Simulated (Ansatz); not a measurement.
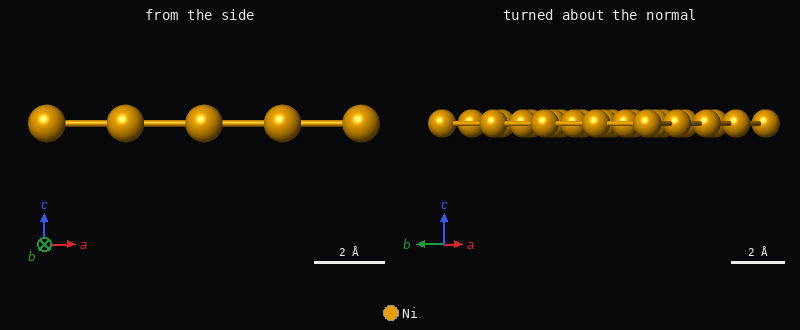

A ball-and-stick picture of a periodic sheet, seen from the side and turned about the normal. The surface normal points up in side views; the vacuum is left out. 4×4 cells are drawn in the plane, with atoms at the edges repeated.

The cell holds 1 Ni.

Give the thickness from the bottom atom to the top atom.

About 0.0 Å from the lowest to the highest atom.

How do the atoms link up?

Ni bonds to four Ni in a square planar arrangement at about 2.3 Å. The bonds build Ni layers parallel to the surface.

Its origin is a structure type filled with this element by a generator (whether the element takes this form wasn't checked). Atoms and cell were optimised with DFT PBE, scalar-relativistic, plane waves, PAW in Ansatz 0.2.0.
